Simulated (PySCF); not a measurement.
Consider C₄H₁₂Cl₂N₂Ti.

Input

```
{"job": {"kind": "uv", "xc": "wB97X-D", "basis": "def2-SVPD", "ip": false, "nstates": 15}, "charge": 0, "multiplicity": 1}
Ti    -0.737555     0.784286    -0.566558
N     -1.095947    -0.020950     1.048670
C     -0.445051     0.503701     2.224604
C     -1.992694    -1.125744     1.276349
H     -1.183810     0.862092     2.965531
H      0.199647     1.357145     1.962756
H      0.182121    -0.265861     2.713091
H     -2.447575    -1.450283     0.330403
H     -1.459941    -1.987081     1.721500
H     -2.806762    -0.841027     1.969044
N      0.895612     0.113154    -1.088717
C      1.313334     0.665336    -2.354735
C      1.788716    -0.850425    -0.513241
H      2.280069     1.195647    -2.266373
H      0.576270     1.399191    -2.724580
H      1.410257    -0.119788    -3.127979
H      1.390906    -1.215615     0.443179
H      1.925313    -1.720512    -1.183756
H      2.790029    -0.414595    -0.332362
Cl    -0.528033     2.999919    -0.349912
Cl    -2.241637     0.147410    -2.076492
```

Command:

```sh
OMP_NUM_THREADS=2 python probes_run.py task.json out
```

Geometry: PBE0-D3(BJ)/def2-SVP.

The calculation used PySCF, wB97X-D/def2-SVPD, SCF density, gas phase.

**What can the converged electron density and electron localisation function tell about the bonding?**

C–N (1.43 Å): ρ is about 2 e/Å³ halfway; the ELF peaks at about 0.95 between the atoms; localised, covalent bonding.
Ti–N (1.84 Å): the density is about 1.1 e/Å³ at the midpoint; the ELF peaks at about 0.90 in the valence shell of N, 0.6 Å from its nucleus, and is about 0.35 at the midpoint.
C–Ti (2.72 Å): the density is about 0.44 e/Å³ at the midpoint; the ELF is about 0.35 at the midpoint.
C–H (1.10 Å): the density is about 2 e/Å³ at the midpoint; the ELF climbs to about 1 towards the hydrogen, as it does in any bond to H; a covalent bond by its length.

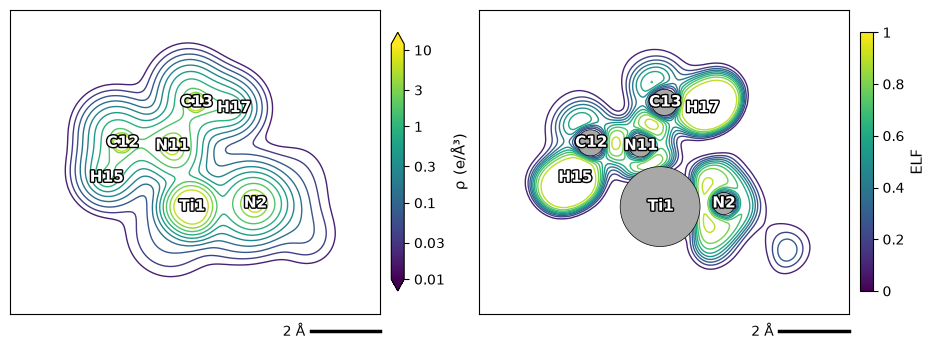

Computed electron density and electron localisation function on the plane of atoms N11, Ti1 and C12, in this order. Grey discs cover the atomic cores in the ELF map. 
